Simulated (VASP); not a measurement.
**Single-point calculation, with input and output: Ir$_{16}$Se (part 3 of 3)**

Continued. System: Ir$_{16}$Se (slab, 17 atoms in the cell). Method: Kohn-Sham DFT of a periodic cell, PBE, VASP PAW PBE potentials, recommended, no spin polarisation (VASP 6.6.1); cutoff 520 eV, 5×4×1 k-mesh, Gaussian smearing of 0.1 eV. The structure derives from an entry of the Crystallography Open Database. It belongs to a series of runs on one base structure; here: Se at 1/8 of the diagonal of the surface cell, 4.37 A above the top plane.

Parts of OUTCAR, continued:
```
 k-point     5 :       0.2000    0.2500    0.0000
  band No.  band energies     occupation
      1     -12.0554      2.00000
      2     -10.3860      2.00000
      3      -9.1313      2.00000
      4      -8.2745      2.00000
      5      -8.1567      2.00000
      6      -8.0317      2.00000
      7      -7.9165      2.00000
      8      -7.8193      2.00000
      9      -7.8172      2.00000
     10      -7.7043      2.00000
     11      -7.5584      2.00000
     12      -7.3745      2.00000
     13      -7.3186      2.00000
     14      -7.1806      2.00000
     15      -6.8551      2.00000
     16      -6.7516      2.00000
     17      -6.5910      2.00000
     18      -6.5895      2.00000
     19      -6.3286      2.00000
     20      -6.3084      2.00000
     21      -5.9831      2.00000
     22      -5.9311      2.00000
     23      -5.9086      2.00000
     24      -5.7999      2.00000
     25      -5.5400      2.00000
     26      -5.5069      2.00000
     27      -5.4498      2.00000
     28      -5.2932      2.00000
     29      -5.2491      2.00000
     30      -5.0234      2.00000
     31      -5.0112      2.00000
     32      -5.0045      2.00000
     33      -4.9266      2.00000
     34      -4.7131      2.00000
     35      -4.6366      2.00000
     36      -4.6240      2.00000
     37      -4.4841      2.00000
     38      -4.4750      2.00000
     39      -4.4602      2.00000
     40      -4.3674      2.00000
     41      -4.3406      2.00000
     42      -4.2923      2.00000
     43      -4.1714      2.00000
     44      -4.1133      2.00000
     45      -3.9328      2.00000
     46      -3.8993      2.00000
     47      -3.4997      2.00000
     48      -3.4697      2.00000
     49      -3.2709      2.00000
     50      -3.1971      2.00000
     51      -3.1917      2.00000
     52      -3.1455      2.00000
     53      -2.8631      2.00000
     54      -2.8065      2.00000
     55      -2.6914      2.00000
     56      -2.6663      2.00000
     57      -2.6632      2.00000
     58      -2.5658      2.00000
     59      -2.4815      2.00000
     60      -2.3946      2.00000
     61      -2.2773      2.00000
     62      -2.0426      2.00000
     63      -1.9948      2.00000
     64      -1.9042      2.00000
     65      -1.8567      2.00000
     66      -1.8462      2.00000
     67      -1.8145      2.00000
     68      -1.6782      2.00000
     69      -1.6126      1.99999
     70      -1.5343      1.99898
     71      -1.4109      1.87613
     72      -1.3671      1.64207
     73      -1.3423      1.43034
     74      -1.3284      1.29031
     75      -1.2823      0.77981
     76      -1.1362      0.01895
     77      -1.1312      0.01565
     78      -1.0488      0.00034
     79      -1.0116      0.00004
     80      -0.8850      0.00000
     81      -0.7912      0.00000
     82      -0.7768      0.00000
     83      -0.7414      0.00000
     84      -0.6579      0.00000
     85      -0.6080      0.00000
     86      -0.5668      0.00000
     87      -0.5457      0.00000

 [... the levels of 5 k-points are left out ...]

 k-point    11 :       0.4000    0.5000    0.0000
  band No.  band energies     occupation
      1     -12.0512      2.00000
      2      -9.1855      2.00000
      3      -9.1817      2.00000
      4      -8.4722      2.00000
      5      -8.4683      2.00000
      6      -7.4041      2.00000
      7      -7.4029      2.00000
      8      -7.3376      2.00000
      9      -7.3365      2.00000
     10      -7.0201      2.00000
     11      -7.0200      2.00000
     12      -6.9576      2.00000
     13      -6.9560      2.00000
     14      -6.8601      2.00000
     15      -6.8579      2.00000
     16      -6.7827      2.00000
     17      -6.7819      2.00000
     18      -6.4483      2.00000
     19      -6.4449      2.00000
     20      -6.1234      2.00000
     21      -6.1211      2.00000
     22      -5.8677      2.00000
     23      -5.8663      2.00000
     24      -5.6765      2.00000
     25      -5.6752      2.00000
     26      -5.4647      2.00000
     27      -5.4618      2.00000
     28      -5.3843      2.00000
     29      -5.3806      2.00000
     30      -5.0424      2.00000
     31      -5.0405      2.00000
     32      -5.0079      2.00000
     33      -5.0074      2.00000
     34      -4.9506      2.00000
     35      -4.9498      2.00000
     36      -4.6703      2.00000
     37      -4.6698      2.00000
     38      -4.3606      2.00000
     39      -4.3577      2.00000
     40      -4.3309      2.00000
     41      -4.3268      2.00000
     42      -4.0968      2.00000
     43      -4.0946      2.00000
     44      -3.9801      2.00000
     45      -3.9758      2.00000
     46      -3.8071      2.00000
     47      -3.8004      2.00000
     48      -3.7231      2.00000
     49      -3.7162      2.00000
     50      -3.4533      2.00000
     51      -3.4516      2.00000
     52      -3.3933      2.00000
     53      -3.3919      2.00000
     54      -3.2762      2.00000
     55      -3.2668      2.00000
     56      -3.0745      2.00000
     57      -3.0724      2.00000
     58      -3.0575      2.00000
     59      -3.0558      2.00000
     60      -2.7803      2.00000
     61      -2.7791      2.00000
     62      -2.6215      2.00000
     63      -2.6188      2.00000
     64      -2.2051      2.00000
     65      -2.2049      2.00000
     66      -2.0223      2.00000
     67      -2.0147      2.00000
     68      -1.7864      2.00000
     69      -1.7810      2.00000
     70      -1.6405      2.00000
     71      -1.6257      2.00000
     72      -1.5218      1.99811
     73      -1.5163      1.99755
     74      -1.4527      1.96684
     75      -1.3909      1.79075
     76      -1.3418      1.42529
     77      -1.2946      0.91567
     78      -1.2846      0.80452
     79      -1.1813      0.08767
     80      -1.1739      0.06980
     81      -1.1303      0.01513
     82      -1.1151      0.00817
     83      -1.0983      0.00395
     84      -1.0663      0.00085
     85      -0.8076      0.00000
     86      -0.7661      0.00000
     87      -0.7263      0.00000
 [bands above 87 left out]

------------------------ aborting loop because EDIFF is reached ----------------------------------------

 vacuum level on the upper side and lower side of the slab       (xc-potential included)         0.327        -0.864

  FORCE on cell =-STRESS in cart. coord.  units (eV):
  Direction    XX          YY          ZZ          XY          YZ          ZX
  --------------------------------------------------------------------------------------
  -------------------------------------------------------------------------------------
  Total      -27.9256564    -15.1128044     -7.6565931     -0.0005187     -0.1687251     -0.0457024
  in kB      -50.3737483    -27.2612610    -13.8113599     -0.0009357     -0.3043551     -0.0824403
  external PRESSURE =     -30.4821231 kB  Pullay stress =       0.0000000 kB

 VOLUME and BASIS-vectors are now :
 -----------------------------------------------------------------------------
  energy-cutoff  :      520.00
  volume of cell :      888.20
      direct lattice vectors                 reciprocal lattice vectors
     5.473935655  0.000000000  0.000000000     0.182683916  0.000000000  0.000000000
     0.000000000  7.741314043  0.000000000     0.000000000  0.129177036  0.000000000
     0.000000000  0.000000000 20.960195578     0.000000000  0.000000000  0.047709478

 POSITION                                       TOTAL-FORCE (eV/Angst)
 -----------------------------------------------------------------------------------
      1.36848      1.93533      4.00000        -0.018738     -0.018212      1.088992
      1.36848      5.80599      4.00000        -0.015389      0.017254      1.099973
      4.10545      1.93533      4.00000         0.018385     -0.017279      1.092907
      4.10545      5.80599      4.00000         0.015249      0.018022      1.104289
      0.00000      0.00000      5.36848        -0.007041     -0.002096     -1.265271
      0.00000      3.87066      5.36848         0.007124     -0.006774     -1.163995
      2.73697      0.00000      5.36848         0.006649      0.002398     -1.146457
      2.73697      3.87066      5.36848        -0.007270     -0.003813     -1.101797
      1.36848      1.93533      6.72218         0.010447     -0.001635      0.020842
      1.36848      5.80599      6.72218         0.004122      0.009571      0.012974
      4.10545      1.93533      6.72218        -0.010194     -0.007549      0.016969
      4.10545      5.80599      6.72218        -0.003434      0.017626      0.014691
      0.00000      0.00000      7.96020         0.042014      0.036775      0.503733
      0.00000      3.87066      7.96020         0.001828     -0.011836      0.069871
      2.73697      0.00000      7.96020        -0.029975      0.005369      0.117472
      2.73697      3.87066      7.96020        -0.001586     -0.001299      0.034713
      0.34212      0.48383     12.33020        -0.012191     -0.036522     -0.499905
 -----------------------------------------------------------------------------------
    total drift:                               -0.000866      0.002494     -0.007582

  FREE ENERGIE OF THE ION-ELECTRON SYSTEM (eV)
  ---------------------------------------------------
  free  energy   TOTEN  =      -125.7773695787 eV

  energy  without entropy=     -125.5247260680  energy(sigma->0) =     -125.65104782

 vacuum level on the upper side and lower side of the slab         4.753         3.531
```

CONTCAR:
```
Ir16Se
   1.00000000000000
     5.4739356551000000    0.0000000000000000    0.0000000000000000
     0.0000000000000000    7.7413140431000000    0.0000000000000000
     0.0000000000000000    0.0000000000000000   20.9601955780000004
  Ir              Se
    16     1
Direct
     0.2500000000000000    0.2500000000000000    0.1908379138999976
     0.2500000000000000    0.7500000000000000    0.1908379138999976
     0.7500000000000000    0.2500000000000000    0.1908379138999976
     0.7500000000000000    0.7500000000000000    0.1908379138999976
     0.0000000000000000    0.0000000000000000    0.2561275678000001
     0.0000000000000000    0.5000000000000000    0.2561275678000001
     0.5000000000000000    0.0000000000000000    0.2561275678000001
     0.5000000000000000    0.5000000000000000    0.2561275678000001
     0.2500000000000000    0.2500000000000000    0.3207118828999995
     0.2500000000000000    0.7500000000000000    0.3207118828999995
     0.7500000000000000    0.2500000000000000    0.3207118828999995
     0.7500000000000000    0.7500000000000000    0.3207118828999995
     0.0000000000000000    0.0000000000000000    0.3797767797000020
     0.0000000000000000    0.5000000000000000    0.3797767797000020
     0.5000000000000000    0.0000000000000000    0.3797767797000020
     0.5000000000000000    0.5000000000000000    0.3797767797000020
     0.0625000000000000    0.0625000000000000    0.5882672007000025

  0.00000000E+00  0.00000000E+00  0.00000000E+00
  0.00000000E+00  0.00000000E+00  0.00000000E+00
  0.00000000E+00  0.00000000E+00  0.00000000E+00
  0.00000000E+00  0.00000000E+00  0.00000000E+00
  0.00000000E+00  0.00000000E+00  0.00000000E+00
  0.00000000E+00  0.00000000E+00  0.00000000E+00
  0.00000000E+00  0.00000000E+00  0.00000000E+00
  0.00000000E+00  0.00000000E+00  0.00000000E+00
  0.00000000E+00  0.00000000E+00  0.00000000E+00
  0.00000000E+00  0.00000000E+00  0.00000000E+00
  0.00000000E+00  0.00000000E+00  0.00000000E+00
  0.00000000E+00  0.00000000E+00  0.00000000E+00
  0.00000000E+00  0.00000000E+00  0.00000000E+00
  0.00000000E+00  0.00000000E+00  0.00000000E+00
  0.00000000E+00  0.00000000E+00  0.00000000E+00
  0.00000000E+00  0.00000000E+00  0.00000000E+00
  0.00000000E+00  0.00000000E+00  0.00000000E+00
```

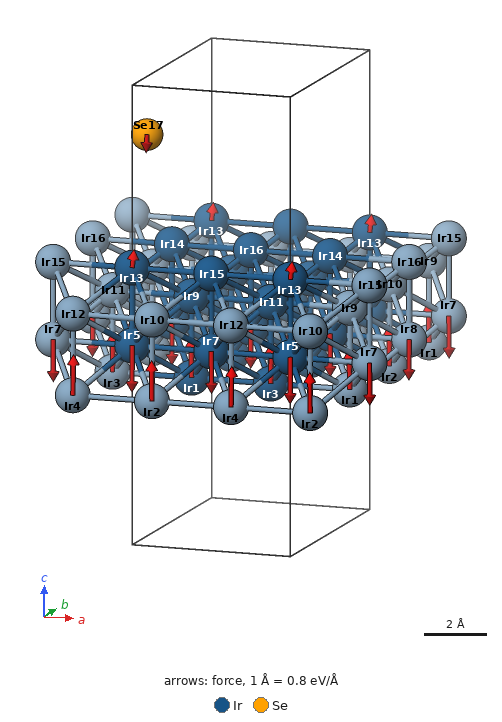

**Figure 1.** Forces on the atoms as red arrows (ball-and-stick view of the cell of the calculation, with the vacuum cut short, seen slightly off an axis; neighbours outside the cell are drawn fainter; atoms are numbered from 1 in the order of the input); the smallest are left out. The largest act on Ir5 (1.27 eV/Å); Ir6 (1.16 eV/Å); Ir7 (1.15 eV/Å); Ir2, Ir4, Ir8 (1.10 eV/Å), among others. The geometry is not a stationary point of this energy.

The run was set up as follows.

INCAR:
```
  PREC = Accurate
  ENCUT = 520
  EDIFF = 1E-7
  ISMEAR = 0
  SIGMA = 0.1
  LREAL = Auto
  LASPH = True
  NELM = 100
  ALGO = Fast
  ISIF = 2
  LWAVE = False
  LCHARG = False
  LDIPOL = True
  IDIPOL = 3
  DIPOL = 0.5 0.5 0.305
  GGA = PE
  NBANDS = 89
```

KPOINTS:
```
regular mesh
0
Gamma
  5 4 1
```

POSCAR:
```
Ir16Se
1.0
    5.4739356551      0.0000000000      0.0000000000
    0.0000000000      7.7413140431      0.0000000000
    0.0000000000      0.0000000000     20.9601955780
Ir Se
16 1
Direct
    0.2500000000      0.2500000000      0.1908379139
    0.2500000000      0.7500000000      0.1908379139
    0.7500000000      0.2500000000      0.1908379139
    0.7500000000      0.7500000000      0.1908379139
    0.0000000000      0.0000000000      0.2561275678
    0.0000000000      0.5000000000      0.2561275678
    0.5000000000      0.0000000000      0.2561275678
    0.5000000000      0.5000000000      0.2561275678
    0.2500000000      0.2500000000      0.3207118829
    0.2500000000      0.7500000000      0.3207118829
    0.7500000000      0.2500000000      0.3207118829
    0.7500000000      0.7500000000      0.3207118829
    0.0000000000      0.0000000000      0.3797767797
    0.0000000000      0.5000000000      0.3797767797
    0.5000000000      0.0000000000      0.3797767797
    0.5000000000      0.5000000000      0.3797767797
    0.0625000000      0.0625000000      0.5882672007
```

Command:
```bash
cat potpaw_PBE.64/Ir/POTCAR potpaw_PBE.64/Se/POTCAR > POTCAR
mpirun -np 1 vasp_std > vasp.out
```

Results in brief:

| quantity | value |
| --- | --- |
| outcome | converged |
| electrons treated | 150 |
| free energy | −125.7774 eV |
| Fermi energy | −1.302 eV |
| gap on the k-point mesh | none (metallic) |
| largest force (length of the vector) | 1.265 eV/Å |
| hardware | 1 thread of Intel Xeon (Granite Rapids), 64 GiB of memory available, shared host |
| wall time | 33 min |
| peak memory | 1.2 GiB |

Spin–orbit coupling is left out, which matters for Ir.
